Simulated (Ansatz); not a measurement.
# Molecular dynamics of BH4SCl (part 1 of 4)

The run: molecular dynamics of BH4SCl. Method and program: RKS PBE/cc-pVDZ (Ansatz 0.2.0).

It belongs to a series of runs on one base structure; here: dynamics from the highest image of the converged band. Figures and captions count atoms from 1; the log counts them from 0 in places.

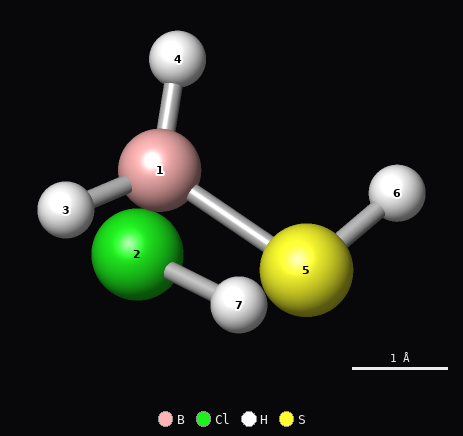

The input geometry (ball-and-stick view, seen at a tilt; atoms are numbered from 1 in the order of the input). Bond lengths as drawn: B–H 1.21 Å, B–S 1.93 Å, Cl–H 1.47 Å and H–S 1.37 Å.

**The input**
```yaml
crystal:
  periodic: [false, false, false]
  atoms:
    - { symbol: B, position_ang: [0.131364, -0.400324, -0.071276] }
    - { symbol: Cl, position_ang: [-0.220068, 0.19831, 2.024785] }
    - { symbol: H, position_ang: [1.224859, 0.073969, -0.272193] }
    - { symbol: H, position_ang: [-0.869283, -0.030371, -0.636928] }
    - { symbol: S, position_ang: [0.263272, -2.283636, 0.314947] }
    - { symbol: H, position_ang: [-1.070879, -2.583013, 0.256626] }
    - { symbol: H, position_ang: [0.022934, -1.223833, 1.757442] }
basis:
  gaussian: { orbitals: cc-pVDZ }
hamiltonian:
  xc: pbe
md:
  timestep: 0.5
  n_steps: 200
  ensemble: nve
  temperature: 300.0
  initial_velocities: maxwell_boltzmann
  seed: 9429
```

Run on 1 thread of Arm Neoverse V2, 24 GiB of memory available, shared host.

Launch command:
```bash
ansatz run input.yaml --threads 1 --pin off --max-ram 2048MiB --backend cpu --events-out ev --progress --plain --runs-dir out
```

**The program's output**
```
Engine: ansatz 0.2.0, aarch64-unknown-linux-gnu
Functional definition: PBE
  parameter kappa = 0.804
  parameter beta = 0.06672455060314922
  exchange = pbe_x(kappa = kappa, mu = beta*pi^2/3)
  correlation = pbe_c(beta = beta)
901 factors; their error is unknown
mean field evaluation 1: about -24086.3002 eV, gradient 2.4e1 eV
mean field evaluation 2: about -24084.5318 eV, gradient 3.3e1 eV
mean field evaluation 4: about -24088.5221 eV, gradient 1.5e0 eV
mean field evaluation 8: about -24088.5283 eV, gradient 3.8e-2 eV
mean field evaluation 16: about -24088.4799 eV, gradient 7.0e-5 eV
mean field -24088.47991391 eV, -885.2353090781 hartree, gradient 7.0e-5 eV, S^2 0.000000; 0 other end points of the search recorded, 0 dependent functions left out
the calculation of the forces begins
reference -24088.47994323 eV, -885.2353101555 hartree; 21, 21 occupied and 49, 49 virtual orbitals, 901 factors
md step     0: t =     0.00 fs  T =   300.0 K  F+E_penalty+E_count = -24088.47991391 eV  E_kin = 0.193890 eV  conserved = -24088.28602391 eV  (25 SCF iters)
these checks for a lower state are left out or cut short: starts, cluster_reference, orbital_swaps, neighbouring_geometries, increment
901 factors; their error is unknown
mean field -24088.47211534 eV, -885.2350224861 hartree, gradient 1.1e-5 eV, S^2 0.000000; 0 other end points of the search recorded, 0 dependent functions left out
the calculation of the forces begins
reference -24088.47214466 eV, -885.2350235633 hartree; 21, 21 occupied and 49, 49 virtual orbitals, 901 factors
md step     1: t =     0.50 fs  T =   288.1 K  F+E_penalty+E_count = -24088.47211534 eV  E_kin = 0.186230 eV  conserved = -24088.28588496 eV  (28 SCF iters)
[... from here on the SCF iterations and repeated set-up lines of each step are left out, up to the last step ...]
md step     2: t =     1.00 fs  T =   255.5 K  F+E_penalty+E_count = -24088.45069402 eV  E_kin = 0.165136 eV  conserved = -24088.28555801 eV  (28 SCF iters)
md step     3: t =     1.50 fs  T =   209.8 K  F+E_penalty+E_count = -24088.42073973 eV  E_kin = 0.135621 eV  conserved = -24088.28511841 eV  (28 SCF iters)
md step     4: t =     2.00 fs  T =   161.6 K  F+E_penalty+E_count = -24088.38913854 eV  E_kin = 0.104469 eV  conserved = -24088.28466934 eV  (28 SCF iters)
md step     5: t =     2.50 fs  T =   121.6 K  F+E_penalty+E_count = -24088.36293264 eV  E_kin = 0.078611 eV  conserved = -24088.28432200 eV  (28 SCF iters)
md step     6: t =     3.00 fs  T =    98.1 K  F+E_penalty+E_count = -24088.34757239 eV  E_kin = 0.063408 eV  conserved = -24088.28416410 eV  (29 SCF iters)
md step     7: t =     3.50 fs  T =    94.9 K  F+E_penalty+E_count = -24088.34555128 eV  E_kin = 0.061324 eV  conserved = -24088.28422764 eV  (29 SCF iters)
md step     8: t =     4.00 fs  T =   110.5 K  F+E_penalty+E_count = -24088.35589448 eV  E_kin = 0.071415 eV  conserved = -24088.28447972 eV  (29 SCF iters)
md step     9: t =     4.50 fs  T =   139.0 K  F+E_penalty+E_count = -24088.37465480 eV  E_kin = 0.089816 eV  conserved = -24088.28483892 eV  (29 SCF iters)
md step    10: t =     5.00 fs  T =   171.7 K  F+E_penalty+E_count = -24088.39615851 eV  E_kin = 0.110947 eV  conserved = -24088.28521113 eV  (29 SCF iters)
md step    11: t =     5.50 fs  T =   199.5 K  F+E_penalty+E_count = -24088.41448007 eV  E_kin = 0.128961 eV  conserved = -24088.28551935 eV  (28 SCF iters)
md step    12: t =     6.00 fs  T =   215.0 K  F+E_penalty+E_count = -24088.42468899 eV  E_kin = 0.138974 eV  conserved = -24088.28571489 eV  (29 SCF iters)
md step    13: t =     6.50 fs  T =   213.4 K  F+E_penalty+E_count = -24088.42367667 eV  E_kin = 0.137906 eV  conserved = -24088.28577101 eV  (28 SCF iters)
md step    14: t =     7.00 fs  T =   193.3 K  F+E_penalty+E_count = -24088.41062255 eV  E_kin = 0.124949 eV  conserved = -24088.28567404 eV  (28 SCF iters)
md step    15: t =     7.50 fs  T =   157.5 K  F+E_penalty+E_count = -24088.38721733 eV  E_kin = 0.101795 eV  conserved = -24088.28542259 eV  (28 SCF iters)
md step    16: t =     8.00 fs  T =   112.3 K  F+E_penalty+E_count = -24088.35763626 eV  E_kin = 0.072594 eV  conserved = -24088.28504199 eV  (28 SCF iters)
md step    17: t =     8.50 fs  T =    67.2 K  F+E_penalty+E_count = -24088.32805827 eV  E_kin = 0.043455 eV  conserved = -24088.28460322 eV  (26 SCF iters)
md step    18: t =     9.00 fs  T =    32.9 K  F+E_penalty+E_count = -24088.30548316 eV  E_kin = 0.021259 eV  conserved = -24088.28422441 eV  (29 SCF iters)
md step    19: t =     9.50 fs  T =    18.3 K  F+E_penalty+E_count = -24088.29587111 eV  E_kin = 0.011835 eV  conserved = -24088.28403635 eV  (23 SCF iters)
md step    20: t =    10.00 fs  T =    27.9 K  F+E_penalty+E_count = -24088.30214547 eV  E_kin = 0.018024 eV  conserved = -24088.28412106 eV  (22 SCF iters)
md step    21: t =    10.50 fs  T =    59.6 K  F+E_penalty+E_count = -24088.32296798 eV  E_kin = 0.038505 eV  conserved = -24088.28446309 eV  (28 SCF iters)
md step    22: t =    11.00 fs  T =   105.3 K  F+E_penalty+E_count = -24088.35298936 eV  E_kin = 0.068037 eV  conserved = -24088.28495241 eV  (29 SCF iters)
md step    23: t =    11.50 fs  T =   153.3 K  F+E_penalty+E_count = -24088.38452954 eV  E_kin = 0.099092 eV  conserved = -24088.28543705 eV  (28 SCF iters)
md step    24: t =    12.00 fs  T =   192.1 K  F+E_penalty+E_count = -24088.40991930 eV  E_kin = 0.124134 eV  conserved = -24088.28578552 eV  (29 SCF iters)
md step    25: t =    12.50 fs  T =   213.0 K  F+E_penalty+E_count = -24088.42356909 eV  E_kin = 0.137646 eV  conserved = -24088.28592287 eV  (28 SCF iters)
md step    26: t =    13.00 fs  T =   212.5 K  F+E_penalty+E_count = -24088.42319277 eV  E_kin = 0.137358 eV  conserved = -24088.28583453 eV  (28 SCF iters)
md step    27: t =    13.50 fs  T =   192.7 K  F+E_penalty+E_count = -24088.41008309 eV  E_kin = 0.124528 eV  conserved = -24088.28555471 eV  (28 SCF iters)
md step    28: t =    14.00 fs  T =   160.0 K  F+E_penalty+E_count = -24088.38858996 eV  E_kin = 0.103436 eV  conserved = -24088.28515407 eV  (28 SCF iters)
md step    29: t =    14.50 fs  T =   124.2 K  F+E_penalty+E_count = -24088.36499439 eV  E_kin = 0.080265 eV  conserved = -24088.28472914 eV  (29 SCF iters)
md step    30: t =    15.00 fs  T =    95.3 K  F+E_penalty+E_count = -24088.34597202 eV  E_kin = 0.061587 eV  conserved = -24088.28438488 eV  (29 SCF iters)
md step    31: t =    15.50 fs  T =    81.6 K  F+E_penalty+E_count = -24088.33693372 eV  E_kin = 0.052725 eV  conserved = -24088.28420864 eV  (29 SCF iters)
md step    32: t =    16.00 fs  T =    87.3 K  F+E_penalty+E_count = -24088.34065723 eV  E_kin = 0.056415 eV  conserved = -24088.28424174 eV  (29 SCF iters)
md step    33: t =    16.50 fs  T =   111.7 K  F+E_penalty+E_count = -24088.35663911 eV  E_kin = 0.072174 eV  conserved = -24088.28446465 eV  (29 SCF iters)
md step    34: t =    17.00 fs  T =   149.4 K  F+E_penalty+E_count = -24088.38138452 eV  E_kin = 0.096578 eV  conserved = -24088.28480687 eV  (29 SCF iters)
md step    35: t =    17.50 fs  T =   192.3 K  F+E_penalty+E_count = -24088.40948807 eV  E_kin = 0.124312 eV  conserved = -24088.28517655 eV  (29 SCF iters)
md step    36: t =    18.00 fs  T =   231.4 K  F+E_penalty+E_count = -24088.43506329 eV  E_kin = 0.149570 eV  conserved = -24088.28549281 eV  (26 SCF iters)
md step    37: t =    18.50 fs  T =   258.9 K  F+E_penalty+E_count = -24088.45303703 eV  E_kin = 0.167334 eV  conserved = -24088.28570286 eV  (28 SCF iters)
md step    38: t =    19.00 fs  T =   269.6 K  F+E_penalty+E_count = -24088.46003031 eV  E_kin = 0.174249 eV  conserved = -24088.28578091 eV  (28 SCF iters)
md step    39: t =    19.50 fs  T =   261.6 K  F+E_penalty+E_count = -24088.45481471 eV  E_kin = 0.169096 eV  conserved = -24088.28571831 eV  (28 SCF iters)
md step    40: t =    20.00 fs  T =   236.7 K  F+E_penalty+E_count = -24088.43847218 eV  E_kin = 0.152955 eV  conserved = -24088.28551705 eV  (28 SCF iters)
md step    41: t =    20.50 fs  T =   199.8 K  F+E_penalty+E_count = -24088.41433814 eV  E_kin = 0.129142 eV  conserved = -24088.28519627 eV  (28 SCF iters)
md step    42: t =    21.00 fs  T =   159.1 K  F+E_penalty+E_count = -24088.38763775 eV  E_kin = 0.102831 eV  conserved = -24088.28480664 eV  (28 SCF iters)
md step    43: t =    21.50 fs  T =   124.1 K  F+E_penalty+E_count = -24088.36462067 eV  E_kin = 0.080182 eV  conserved = -24088.28443821 eV  (28 SCF iters)
md step    44: t =    22.00 fs  T =   103.5 K  F+E_penalty+E_count = -24088.35111715 eV  E_kin = 0.066914 eV  conserved = -24088.28420315 eV  (28 SCF iters)
md step    45: t =    22.50 fs  T =   103.1 K  F+E_penalty+E_count = -24088.35080465 eV  E_kin = 0.066613 eV  conserved = -24088.28419141 eV  (28 SCF iters)
md step    46: t =    23.00 fs  T =   122.9 K  F+E_penalty+E_count = -24088.36385347 eV  E_kin = 0.079431 eV  conserved = -24088.28442211 eV  (28 SCF iters)
md step    47: t =    23.50 fs  T =   157.6 K  F+E_penalty+E_count = -24088.38665388 eV  E_kin = 0.101826 eV  conserved = -24088.28482768 eV  (28 SCF iters)
md step    48: t =    24.00 fs  T =   197.4 K  F+E_penalty+E_count = -24088.41285802 eV  E_kin = 0.127576 eV  conserved = -24088.28528238 eV  (28 SCF iters)
md step    49: t =    24.50 fs  T =   231.6 K  F+E_penalty+E_count = -24088.43531557 eV  E_kin = 0.149660 eV  conserved = -24088.28565510 eV  (28 SCF iters)
md step    50: t =    25.00 fs  T =   251.1 K  F+E_penalty+E_count = -24088.44811808 eV  E_kin = 0.162265 eV  conserved = -24088.28585261 eV  (28 SCF iters)
md step    51: t =    25.50 fs  T =   251.0 K  F+E_penalty+E_count = -24088.44808410 eV  E_kin = 0.162246 eV  conserved = -24088.28583761 eV  (27 SCF iters)
md step    52: t =    26.00 fs  T =   231.7 K  F+E_penalty+E_count = -24088.43538660 eV  E_kin = 0.149762 eV  conserved = -24088.28562474 eV  (28 SCF iters)
md step    53: t =    26.50 fs  T =   198.2 K  F+E_penalty+E_count = -24088.41334454 eV  E_kin = 0.128074 eV  conserved = -24088.28527006 eV  (28 SCF iters)
md step    54: t =    27.00 fs  T =   158.9 K  F+E_penalty+E_count = -24088.38753946 eV  E_kin = 0.102681 eV  conserved = -24088.28485822 eV  (28 SCF iters)
md step    55: t =    27.50 fs  T =   123.8 K  F+E_penalty+E_count = -24088.36446702 eV  E_kin = 0.079980 eV  conserved = -24088.28448680 eV  (26 SCF iters)
md step    56: t =    28.00 fs  T =   101.7 K  F+E_penalty+E_count = -24088.34998834 eV  E_kin = 0.065744 eV  conserved = -24088.28424420 eV  (28 SCF iters)
md step    57: t =    28.50 fs  T =    98.6 K  F+E_penalty+E_count = -24088.34793013 eV  E_kin = 0.063743 eV  conserved = -24088.28418670 eV  (28 SCF iters)
md step    58: t =    29.00 fs  T =   115.9 K  F+E_penalty+E_count = -24088.35920473 eV  E_kin = 0.074885 eV  conserved = -24088.28431939 eV  (28 SCF iters)
md step    59: t =    29.50 fs  T =   150.3 K  F+E_penalty+E_count = -24088.38172069 eV  E_kin = 0.097124 eV  conserved = -24088.28459629 eV  (28 SCF iters)
md step    60: t =    30.00 fs  T =   195.2 K  F+E_penalty+E_count = -24088.41108977 eV  E_kin = 0.126151 eV  conserved = -24088.28493873 eV  (28 SCF iters)
md step    61: t =    30.50 fs  T =   242.3 K  F+E_penalty+E_count = -24088.44185121 eV  E_kin = 0.156587 eV  conserved = -24088.28526426 eV  (28 SCF iters)
md step    62: t =    31.00 fs  T =   283.6 K  F+E_penalty+E_count = -24088.46877734 eV  E_kin = 0.183267 eV  conserved = -24088.28551035 eV  (28 SCF iters)
md step    63: t =    31.50 fs  T =   312.9 K  F+E_penalty+E_count = -24088.48789560 eV  E_kin = 0.202253 eV  conserved = -24088.28564267 eV  (28 SCF iters)
md step    64: t =    32.00 fs  T =   327.1 K  F+E_penalty+E_count = -24088.49708335 eV  E_kin = 0.211434 eV  conserved = -24088.28564906 eV  (28 SCF iters)
md step    65: t =    32.50 fs  T =   326.1 K  F+E_penalty+E_count = -24088.49629778 eV  E_kin = 0.210766 eV  conserved = -24088.28553156 eV  (28 SCF iters)
md step    66: t =    33.00 fs  T =   312.9 K  F+E_penalty+E_count = -24088.48755114 eV  E_kin = 0.202247 eV  conserved = -24088.28530408 eV  (28 SCF iters)
md step    67: t =    33.50 fs  T =   293.4 K  F+E_penalty+E_count = -24088.47465110 eV  E_kin = 0.189649 eV  conserved = -24088.28500239 eV  (28 SCF iters)
md step    68: t =    34.00 fs  T =   275.2 K  F+E_penalty+E_count = -24088.46258457 eV  E_kin = 0.177891 eV  conserved = -24088.28469323 eV  (28 SCF iters)
md step    69: t =    34.50 fs  T =   266.1 K  F+E_penalty+E_count = -24088.45642723 eV  E_kin = 0.171957 eV  conserved = -24088.28447031 eV  (28 SCF iters)
md step    70: t =    35.00 fs  T =   271.5 K  F+E_penalty+E_count = -24088.45987802 eV  E_kin = 0.175454 eV  conserved = -24088.28442419 eV  (28 SCF iters)
md step    71: t =    35.50 fs  T =   292.9 K  F+E_penalty+E_count = -24088.47387967 eV  E_kin = 0.189281 eV  conserved = -24088.28459817 eV  (28 SCF iters)
md step    72: t =    36.00 fs  T =   326.5 K  F+E_penalty+E_count = -24088.49598770 eV  E_kin = 0.211033 eV  conserved = -24088.28495497 eV  (28 SCF iters)
md step    73: t =    36.50 fs  T =   364.5 K  F+E_penalty+E_count = -24088.52095329 eV  E_kin = 0.235570 eV  conserved = -24088.28538295 eV  (28 SCF iters)
md step    74: t =    37.00 fs  T =   397.2 K  F+E_penalty+E_count = -24088.54242020 eV  E_kin = 0.256680 eV  conserved = -24088.28574066 eV  (26 SCF iters)
md step    75: t =    37.50 fs  T =   416.5 K  F+E_penalty+E_count = -24088.55508832 eV  E_kin = 0.269178 eV  conserved = -24088.28591017 eV  (28 SCF iters)
md step    76: t =    38.00 fs  T =   418.8 K  F+E_penalty+E_count = -24088.55652406 eV  E_kin = 0.270686 eV  conserved = -24088.28583781 eV  (28 SCF iters)
md step    77: t =    38.50 fs  T =   406.1 K  F+E_penalty+E_count = -24088.54799524 eV  E_kin = 0.262447 eV  conserved = -24088.28554840 eV  (28 SCF iters)
md step    78: t =    39.00 fs  T =   385.2 K  F+E_penalty+E_count = -24088.53410010 eV  E_kin = 0.248966 eV  conserved = -24088.28513428 eV  (28 SCF iters)
md step    79: t =    39.50 fs  T =   366.1 K  F+E_penalty+E_count = -24088.52135384 eV  E_kin = 0.236630 eV  conserved = -24088.28472337 eV  (28 SCF iters)
md step    80: t =    40.00 fs  T =   358.6 K  F+E_penalty+E_count = -24088.51621829 eV  E_kin = 0.231780 eV  conserved = -24088.28443806 eV  (28 SCF iters)
md step    81: t =    40.50 fs  T =   369.6 K  F+E_penalty+E_count = -24088.52321764 eV  E_kin = 0.238863 eV  conserved = -24088.28435457 eV  (28 SCF iters)
md step    82: t =    41.00 fs  T =   401.1 K  F+E_penalty+E_count = -24088.54372972 eV  E_kin = 0.259243 eV  conserved = -24088.28448630 eV  (28 SCF iters)
md step    83: t =    41.50 fs  T =   450.2 K  F+E_penalty+E_count = -24088.57574045 eV  E_kin = 0.290952 eV  conserved = -24088.28478820 eV  (28 SCF iters)
md step    84: t =    42.00 fs  T =   509.6 K  F+E_penalty+E_count = -24088.61450924 eV  E_kin = 0.329332 eV  conserved = -24088.28517741 eV  (28 SCF iters)
md step    85: t =    42.50 fs  T =   569.8 K  F+E_penalty+E_count = -24088.65384018 eV  E_kin = 0.368280 eV  conserved = -24088.28556019 eV  (28 SCF iters)
md step    86: t =    43.00 fs  T =   621.5 K  F+E_penalty+E_count = -24088.68755348 eV  E_kin = 0.401698 eV  conserved = -24088.28585549 eV  (28 SCF iters)
md step    87: t =    43.50 fs  T =   657.2 K  F+E_penalty+E_count = -24088.71077920 eV  E_kin = 0.424767 eV  conserved = -24088.28601227 eV  (28 SCF iters)
md step    88: t =    44.00 fs  T =   672.7 K  F+E_penalty+E_count = -24088.72080620 eV  E_kin = 0.434793 eV  conserved = -24088.28601347 eV  (28 SCF iters)
md step    89: t =    44.50 fs  T =   667.7 K  F+E_penalty+E_count = -24088.71740337 eV  E_kin = 0.431534 eV  conserved = -24088.28586921 eV  (28 SCF iters)
md step    90: t =    45.00 fs  T =   645.4 K  F+E_penalty+E_count = -24088.70269785 eV  E_kin = 0.417091 eV  conserved = -24088.28560650 eV  (28 SCF iters)
md step    91: t =    45.50 fs  T =   612.0 K  F+E_penalty+E_count = -24088.68076700 eV  E_kin = 0.395506 eV  conserved = -24088.28526088 eV  (28 SCF iters)
md step    92: t =    46.00 fs  T =   575.9 K  F+E_penalty+E_count = -24088.65706194 eV  E_kin = 0.372186 eV  conserved = -24088.28487581 eV  (28 SCF iters)
md step    93: t =    46.50 fs  T =   546.4 K  F+E_penalty+E_count = -24088.63767696 eV  E_kin = 0.353169 eV  conserved = -24088.28450822 eV  (27 SCF iters)
md step    94: t =    47.00 fs  T =   532.6 K  F+E_penalty+E_count = -24088.62841681 eV  E_kin = 0.344188 eV  conserved = -24088.28422840 eV  (28 SCF iters)
md step    95: t =    47.50 fs  T =   540.9 K  F+E_penalty+E_count = -24088.63367949 eV  E_kin = 0.349571 eV  conserved = -24088.28410871 eV  (28 SCF iters)
md step    96: t =    48.00 fs  T =   574.2 K  F+E_penalty+E_count = -24088.65533742 eV  E_kin = 0.371136 eV  conserved = -24088.28420156 eV  (28 SCF iters)
md step    97: t =    48.50 fs  T =   630.4 K  F+E_penalty+E_count = -24088.69195270 eV  E_kin = 0.407436 eV  conserved = -24088.28451652 eV  (28 SCF iters)
md step    98: t =    49.00 fs  T =   701.9 K  F+E_penalty+E_count = -24088.73866213 eV  E_kin = 0.453652 eV  conserved = -24088.28501059 eV  (27 SCF iters)
md step    99: t =    49.50 fs  T =   777.2 K  F+E_penalty+E_count = -24088.78787416 eV  E_kin = 0.502278 eV  conserved = -24088.28559617 eV  (28 SCF iters)
md step   100: t =    50.00 fs  T =   842.5 K  F+E_penalty+E_count = -24088.83065913 eV  E_kin = 0.544501 eV  conserved = -24088.28615809 eV  (27 SCF iters)
md step   101: t =    50.50 fs  T =   885.0 K  F+E_penalty+E_count = -24088.85855863 eV  E_kin = 0.571984 eV  conserved = -24088.28657449 eV  (27 SCF iters)
md step   102: t =    51.00 fs  T =   895.5 K  F+E_penalty+E_count = -24088.86550311 eV  E_kin = 0.578772 eV  conserved = -24088.28673157 eV  (28 SCF iters)
md step   103: t =    51.50 fs  T =   871.1 K  F+E_penalty+E_count = -24088.84955126 eV  E_kin = 0.563003 eV  conserved = -24088.28654820 eV  (28 SCF iters)
md step   104: t =    52.00 fs  T =   817.0 K  F+E_penalty+E_count = -24088.81405763 eV  E_kin = 0.528043 eV  conserved = -24088.28601419 eV  (28 SCF iters)
md step   105: t =    52.50 fs  T =   746.5 K  F+E_penalty+E_count = -24088.76769468 eV  E_kin = 0.482462 eV  conserved = -24088.28523293 eV  (28 SCF iters)
md step   106: t =    53.00 fs  T =   678.2 K  F+E_penalty+E_count = -24088.72274087 eV  E_kin = 0.438308 eV  conserved = -24088.28443277 eV  (28 SCF iters)
md step   107: t =    53.50 fs  T =   630.7 K  F+E_penalty+E_count = -24088.69155567 eV  E_kin = 0.407654 eV  conserved = -24088.28390210 eV  (28 SCF iters)
```
